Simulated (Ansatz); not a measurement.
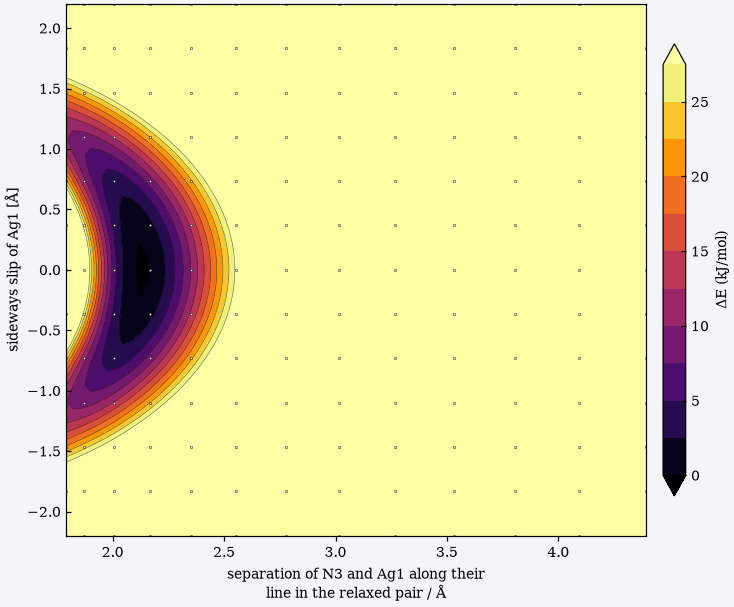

CHAgN, charge +1. First axis: separation of N3 and Ag1 along their line in the relaxed pair. Second axis: sideways slip of Ag1. Nothing is relaxed (both partners rigid). The scan uses a 13 × 13 grid; 153 points were computed and 16 follow by symmetry. Points are written as (first, second). Energies: kJ/mol, counted from the lowest grid point. Theory: Ansatz 0.2.0, RKS PBE0-D4/def2-TZVPD.

Drawn: filled contours, dots at the grid points, one colour for all values above the top of the scale. Between grid points the surface is interpolated.

Estimate the position of the minimum and the force constants in these coordinates.

The interpolated minimum is at the first coordinate ≈ 2.133 Å, sideways slip of Ag1 ≈ 0.00 Å. The curvatures there are about 6.7 eV/Å² and 0.13 eV/Å², with a cross term of about 0 eV/Å². Round the minimum the two coordinates are nearly uncoupled. (1 eV is 96.5 kJ/mol.)
